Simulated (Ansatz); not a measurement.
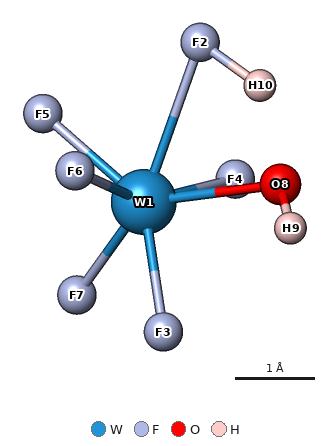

The structure as given in the input (ball-and-stick view, seen at a tilt; atoms are numbered from 1 in the order of the input). Sticks mark near contacts. Bond lengths as drawn: F–H 1.07 Å, F–W 1.84 to 2.19 Å, H–O 0.97 Å and O–W 2.03 Å.

Frequency calculation, with input and output: WH2OF6

System: WH2OF6.
Method: RKS PBE0-D4/def2-SVP (Ansatz 0.2.0).

It belongs to a series of runs on one base structure; here: vibrations at the highest image of the band. Figures and captions count atoms from 1; the log counts them from 0 in places.

## Input file
```yaml
crystal:
  periodic: [false, false, false]
  atoms:
    - { symbol: W, position_ang: [0.182623, 0.192787, -0.077639] }
    - { symbol: F, position_ang: [-0.433082, 0.608969, 1.979118] }
    - { symbol: F, position_ang: [1.827616, -0.12568, -0.904429] }
    - { symbol: F, position_ang: [-0.347191, 1.952411, -0.163377] }
    - { symbol: F, position_ang: [-1.551106, -0.424599, 0.057421] }
    - { symbol: F, position_ang: [0.561765, -1.421059, 0.749271] }
    - { symbol: F, position_ang: [-0.254757, 0.117821, -1.871003] }
    - { symbol: O, position_ang: [1.53882, 1.033054, 1.177313] }
    - { symbol: H, position_ang: [2.43662, 0.675603, 1.161426] }
    - { symbol: H, position_ang: [0.590592, 0.91839, 2.0446] }
basis:
  gaussian: { orbitals: def2-SVP }
hamiltonian:
  xc: pbe0
  dispersion: d4
phonons: {}
```

Machine: 4 threads of Arm Neoverse V1, 24 GiB of memory available, shared host.

Launched with:
```bash
ansatz run input.yaml --threads 4 --pin off --max-ram 5120MiB --backend cpu --events-out ev --progress --plain --runs-dir out
```

## Log
```
Engine: ansatz 0.2.0, aarch64-unknown-linux-gnu
Functional definition: PBE0
  parameter a = 0.25
  parameter kappa = 0.804
  parameter beta = 0.06672455060314922
  exchange = (1 - a)*pbe_x(kappa = kappa, mu = beta*pi^2/3) + a*exact_x
  correlation = pbe_c(beta = beta)
1448 factors; integrals over basis functions are off by at most 3.9e-4 eV
mean field evaluation 1: about -20165.5848 eV, gradient 9.3e1 eV
mean field evaluation 2: about -20033.3189 eV, gradient 2.8e2 eV
mean field evaluation 4: about -20180.4588 eV, gradient 1.6e1 eV
mean field evaluation 8: about -20181.0004 eV, gradient 7.9e-1 eV
mean field evaluation 16: about -20181.0015 eV, gradient 3.1e-4 eV
mean field -20181.00152055 eV, -741.6381267062 hartree, gradient 4.3e-5 eV, S^2 0.000000; 0 other end points of the search recorded, 0 dependent functions left out
the calculation of the forces begins
reference -20181.00157712 eV, -741.6381287850 hartree; 39, 39 occupied and 101, 101 virtual orbitals, 1448 factors
these checks for a lower state are left out or cut short: stability, starts, cluster_reference, orbital_swaps, neighbouring_geometries, increment
1448 factors; integrals over basis functions are off by at most 3.9e-4 eV
mean field -20181.00131117 eV, -741.6381190115 hartree, gradient 3.6e-6 eV, S^2 0.000000; 0 other end points of the search recorded, 0 dependent functions left out
[... from here on the field's lines of each further geometry are left out, up to the last ...]
the calculation of the forces begins
reference -20181.00157220 eV, -741.6381286042 hartree; 39, 39 occupied and 101, 101 virtual orbitals, 1448 factors
these checks for a lower state are left out or cut short: stability, starts, cluster_reference, orbital_swaps, neighbouring_geometries, increment
1448 factors; integrals over basis functions are off by at most 4.0e-4 eV
mean field -20181.00146836 eV, -741.6381247880 hartree, gradient 2.4e-6 eV, S^2 0.000000; 0 other end points of the search recorded, 0 dependent functions left out
the calculation of the forces begins
reference -20181.00152492 eV, -741.6381268669 hartree; 39, 39 occupied and 101, 101 virtual orbitals, 1448 factors
WARN: phonons: modes at or below zero, which the zero-point energy, F, S and C_V leave out: 1, the lowest at -428.53 cm⁻¹. A minimum has none, and a first-order saddle one
Total energy: -20181.20049473 eV, -741.6454388725 hartree
Atom 0 at     0.182623     0.192787    -0.077639 Å, force     0.004705     0.000951     0.000581 eV/Å
Atom 1 at    -0.433082     0.608969     1.979118 Å, force     0.018254     0.007115     0.004169 eV/Å
Atom 2 at     1.827616    -0.125680    -0.904429 Å, force    -0.001037     0.000369     0.000226 eV/Å
Atom 3 at    -0.347191     1.952411    -0.163377 Å, force     0.000183     0.000300     0.000562 eV/Å
Atom 4 at    -1.551106    -0.424599     0.057421 Å, force     0.000324    -0.000727     0.000555 eV/Å
Atom 5 at     0.561765    -1.421059     0.749271 Å, force     0.001034    -0.001210     0.000349 eV/Å
Atom 6 at    -0.254757     0.117821    -1.871003 Å, force    -0.000584     0.000794    -0.001239 eV/Å
Atom 7 at     1.538820     1.033054     1.177313 Å, force     0.007288     0.005238    -0.018817 eV/Å
Atom 8 at     2.436620     0.675603     1.161426 Å, force    -0.000312    -0.004148     0.004595 eV/Å
Atom 9 at     0.590592     0.918390     2.044600 Å, force    -0.029854    -0.008681     0.009020 eV/Å
Dipole moment:     0.556933     0.098808     0.324038 e Å
Vibrations: -428.53 69.71 135.37 217.40 242.93 265.43 290.64 304.38 328.63 342.91 376.69 422.83 471.82 635.22 658.04 705.63 707.50 726.27 745.55 821.68 999.35 1218.37 2010.17 3875.10 cm⁻¹, zero-point energy 1.027309 eV
```

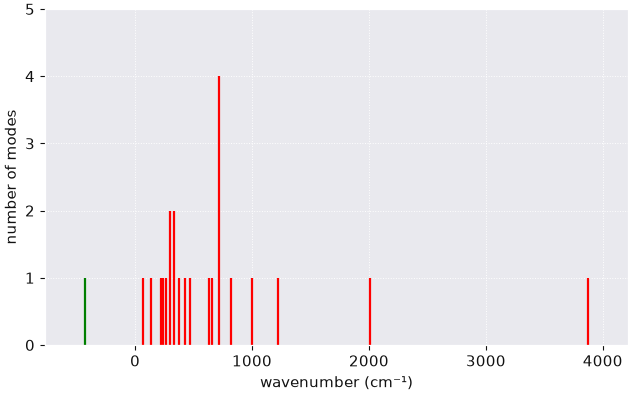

Harmonic vibrational wavenumbers from the force constants; neighbouring modes closer than 20 cm⁻¹ are counted in one stick, and imaginary ones are drawn at negative wavenumbers. 24 modes from 429i to 3875 cm⁻¹, 1 imaginary beyond 8i (429i cm⁻¹): a first-order saddle point, if the geometry is stationary.

## Results in brief

| quantity | value |
| --- | --- |
| outcome | converged |
| total energy | −20181.2005 eV |
| mean-field energy | −20181.0016 eV |
| largest force (length of the vector) | 0.032 eV/Å |
| wall time | 2.3 min (CPU time 8.8 min) |
| peak memory | 0.43 GiB |
